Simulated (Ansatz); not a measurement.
A series of calculations on Ti11GaO24 and related structures

**1. Relaxation**

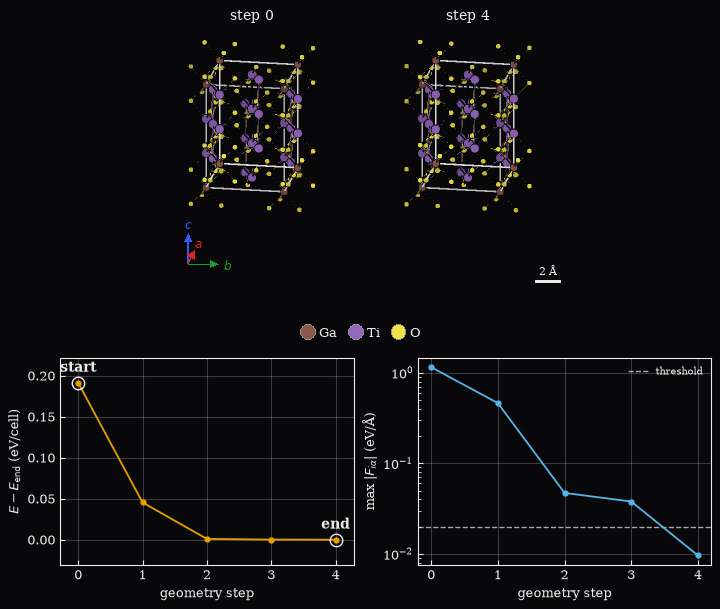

First and last geometry of a relaxation of a defect cell of composition Ti11GaO24 (cell charge −1), with the history of the run. Style: ball-and-stick. Shown: the cell of the calculation, from a free direction.

Theory: DFT, PBE, plane-wave PAW, default files, scalar-relativistic, frozen cores (Ansatz 0.2.0). Settings: plane-wave cutoff 420 eV; k-point mesh 4 × 4 × 3; occupations fermi dirac; smearing width 0.01 eV; no spin polarisation; potentials kind: paw, frozen_core: stored; atoms relaxed in a fixed cell; force threshold 0.02 eV/Å; at most 50 steps.

Read the history and describe the run.

It converged. Over 4 geometry steps the energy falls by 0.191 eV per cell of the calculation. Largest force component: 1.2 eV/Å at the start, 0.0096 eV/Å at the end. The largest moves, 0.048 Å, are those of O atoms. Largest moves by element: O 0.048 Å, Ti 0.022 Å. Ga stays in place. The cell stays as it was. Near-neighbour distances that change, for instance: Ga–O 1.944 → 1.991 Å, Ti–Ti 2.959 → 3.004 Å, Ti–Ti 2.959 → 2.921 Å, O–Ti 1.988 → 1.953 Å. Bond angles that change, for instance: Ti–O–Ti 130.4° → 133.3°, Ga–O–Ti 99.1° → 97.1°. Cost: 49 s on 4 threads of Intel(R) Xeon(R) 6975P-C (Granite Rapids), with other jobs on the host, peak memory 2.3 GiB.

```json
{"step": "0", "E − E(0), meV/atom": "0.00", "largest force component, eV/Å": "1.1522"}
{"step": "1", "E − E(0), meV/atom": "-4.05", "largest force component, eV/Å": "0.4625"}
{"step": "2", "E − E(0), meV/atom": "-5.29", "largest force component, eV/Å": "0.0472"}
{"step": "3", "E − E(0), meV/atom": "-5.31", "largest force component, eV/Å": "0.0379"}
{"step": "4", "E − E(0), meV/atom": "-5.31", "largest force component, eV/Å": "0.0096"}
```

Limits of the set-up: the periodic images lie only 6.5 Å apart, so the values are limited by the cell's size; the cell is charged, on a uniform background, and energies carry no finite-size correction.

**2. Relaxation**

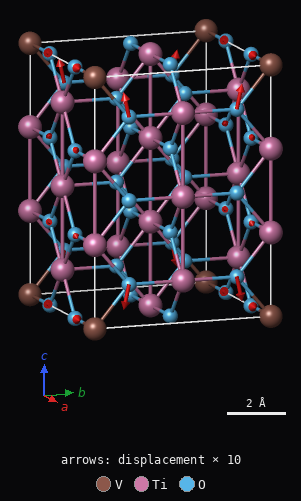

A relaxation of a defect cell of composition Ti11VO24 (cell charge +1). The starting structure is drawn; red arrows show the displacements, magnified 10 times.

Style: ball-and-stick. Shown: the cell of the calculation, slightly off an axis.

Method: DFT, PBE, plane-wave PAW, default files, scalar-relativistic, frozen cores in Ansatz 0.2.0.

The input:
```yaml
crystal:
  lattice:
    - [4.594, 4.594, 0.0]
    - [-4.594, 4.594, 0.0]
    - [0.0, 0.0, 8.877]
  atoms:
    - { symbol: V, position: [0.0, 0.0, 0.0] }
    - { symbol: Ti, position: [0.0, 0.0, 0.3333333333] }
    - { symbol: Ti, position: [0.0, 0.0, 0.6666666667] }
    - { symbol: Ti, position: [0.5, 0.5, 0.0] }
    - { symbol: Ti, position: [0.5, 0.5, 0.3333333333] }
    - { symbol: Ti, position: [0.5, 0.5, 0.6666666667] }
    - { symbol: Ti, position: [0.5, 0.0, 0.1666666667] }
    - { symbol: Ti, position: [0.5, 0.0, 0.5] }
    - { symbol: Ti, position: [0.5, 0.0, 0.8333333333] }
    - { symbol: Ti, position: [0.0, 0.5, 0.1666666667] }
    - { symbol: Ti, position: [0.0, 0.5, 0.5] }
    - { symbol: Ti, position: [0.0, 0.5, 0.8333333333] }
    - { symbol: O, position: [0.306, 0.0, 0.0] }
    - { symbol: O, position: [0.306, 0.0, 0.3333333333] }
    - { symbol: O, position: [0.306, 0.0, 0.6666666667] }
    - { symbol: O, position: [0.806, 0.5, 0.0] }
    - { symbol: O, position: [0.806, 0.5, 0.3333333333] }
    - { symbol: O, position: [0.806, 0.5, 0.6666666667] }
    - { symbol: O, position: [0.5, 0.306, 0.1666666667] }
    - { symbol: O, position: [0.5, 0.306, 0.5] }
    - { symbol: O, position: [0.5, 0.306, 0.8333333333] }
    - { symbol: O, position: [0.0, 0.806, 0.1666666667] }
    - { symbol: O, position: [0.0, 0.806, 0.5] }
    - { symbol: O, position: [0.0, 0.806, 0.8333333333] }
    - { symbol: O, position: [0.694, 0.0, 0.0] }
    - { symbol: O, position: [0.694, 0.0, 0.3333333333] }
    - { symbol: O, position: [0.694, 0.0, 0.6666666667] }
    - { symbol: O, position: [0.194, 0.5, 0.0] }
    - { symbol: O, position: [0.194, 0.5, 0.3333333333] }
    - { symbol: O, position: [0.194, 0.5, 0.6666666667] }
    - { symbol: O, position: [0.5, 0.694, 0.1666666667] }
    - { symbol: O, position: [0.5, 0.694, 0.5] }
    - { symbol: O, position: [0.5, 0.694, 0.8333333333] }
    - { symbol: O, position: [0.0, 0.194, 0.1666666667] }
    - { symbol: O, position: [0.0, 0.194, 0.5] }
    - { symbol: O, position: [0.0, 0.194, 0.8333333333] }
total_charge: 1
kpoints:
  mp_grid: { grid: [4, 4, 3] }
scf:
  occupations: { method: fermi_dirac, width: 0.01 }
hamiltonian:
  xc: pbe
  pseudopotentials: { kind: paw, frozen_core: stored }
output:
  forces: true
  stress: true
  populations: true
  efg: { quadrupole_moments_barn: { V: -0.052, Ti: 0.247, O: -0.02558 } }
relax:
  f_tol: 0.02
  max_steps: 50
```

Run as
```bash
ansatz run input.yaml --threads 4 --pin off --max-ram 8192MiB --backend cpu --events-out ev --progress --plain --runs-dir out
```

Which element moves most?

Oxygen: up to 0.091 Å, against 0.010 Å for titanium.

Describe the change and its energy.

The largest moves, 0.091 Å, are those of O22, O24, O34 and O36. O36 goes along [0 −1 3]. Largest moves by element: O 0.091 Å, Ti 0.010 Å. V stays in place. The lattice vectors keep their values. Some distances before and after: V1–O22 1.944 → 1.864 Å, Ti2–O22 1.944 → 2.007 Å, V1–O13 1.988 → 1.942 Å, Ti7–O13 1.944 → 1.977 Å. Bond angles that change, for instance: Ti2–O22–Ti10 130.4° → 125.9°, V1–O22–Ti10 130.4° → 134.0°, O22–V1–O24 99.1° → 96.5°. The energy falls by 0.476 eV per cell of the calculation in 4 accepted moves (5 points after the start). The largest force component goes from 1.6 to 0.011 eV/Å. The line search rejected the trial step at point 4 of the run.

Limits of the set-up: the periodic images lie only 6.5 Å apart, so the values are limited by the cell's size; the cell is charged, on a uniform background, and energies carry no finite-size correction.

**3. Defect**

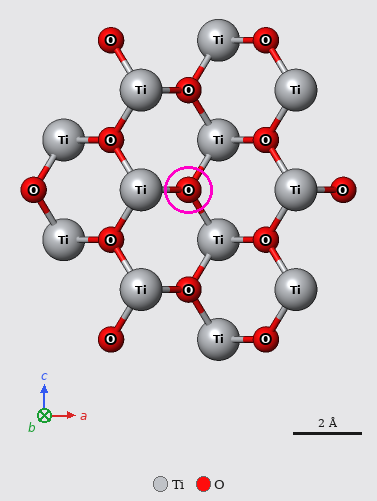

Perfect TiO2. The picture is a ball-and-stick view of the atoms within 5.3 Å of one point, in a slice 3.4 Å thick across the line of sight, seen along the b axis.

Level of theory: Ansatz 0.2.0, DFT, PBE, plane-wave PAW, default files, scalar-relativistic, frozen cores. Set-up: plane-wave cutoff 420 eV; k-point mesh 4 × 4 × 3; occupations fermi dirac; smearing width 0.01 eV; no spin polarisation. A uniform background neutralises the charged cell. The axes drawn are those of the host's conventional cell.

An oxygen atom is replaced by nitrogen at the ringed place, in charge state −1. The supercell has 36 sites, and the atoms are relaxed at the host's cell.

Predict the relaxed surroundings of the defect.

In the host the O atom has 3 Ti at 1.94 to 1.99 Å; the N atom ends with 3 Ti at 1.89 to 1.90 Å. Of the host's atoms, a titanium atom moves furthest from its site, by 0.10 Å. Relaxing the atoms from the host's sites lowers the energy by 0.37 eV.

The relaxed defect, seen from the same direction:

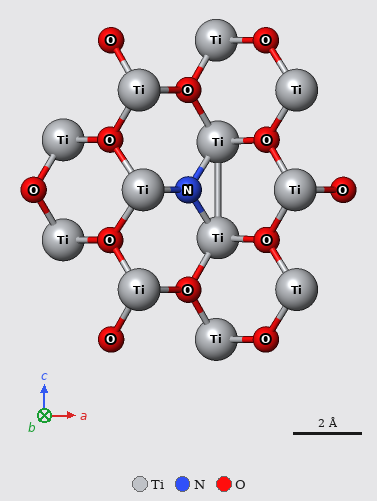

Limits of the set-up: the periodic images lie only 6.5 Å apart, so the values are limited by the cell's size; the cell is charged, on a uniform background, and energies carry no finite-size correction.

**4. Defect**

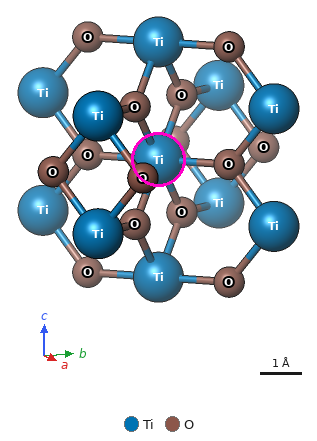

Perfect TiO₂. A ball-and-stick model of the atoms within 3.8 Å of one point, seen slightly off an axis.

Theory: Ansatz 0.2.0, DFT, PBE, plane-wave PAW, default files, scalar-relativistic, frozen cores. Set-up: plane-wave cutoff 420 eV; k-point mesh 4 × 4 × 3; occupations fermi dirac; smearing width 0.01 eV; no spin polarisation. A uniform background neutralises the charged cell. The axes drawn are those of the host's conventional cell.

A titanium atom is replaced by vanadium at the ringed place, in charge state +1. The supercell has 36 sites, and the atoms are relaxed at the host's cell.

### Predict the relaxed surroundings of the defect.

In the host the Ti atom has 6 O at 1.94 to 1.99 Å; the V atom ends with 6 O at 1.86 to 1.94 Å. Of the host's atoms, an oxygen atom moves furthest from its site, by 0.09 Å. Relaxing the atoms from the host's sites lowers the energy by 0.48 eV.

The relaxed defect, seen from the same direction:

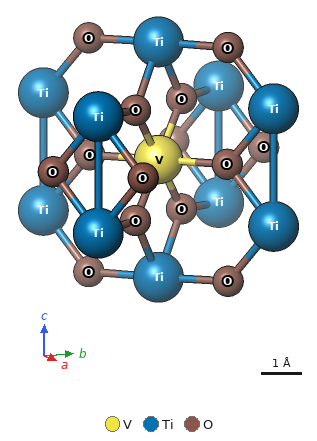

Limits of the set-up: the periodic images lie only 6.5 Å apart, so the values are limited by the cell's size; the cell is charged, on a uniform background, and energies carry no finite-size correction.
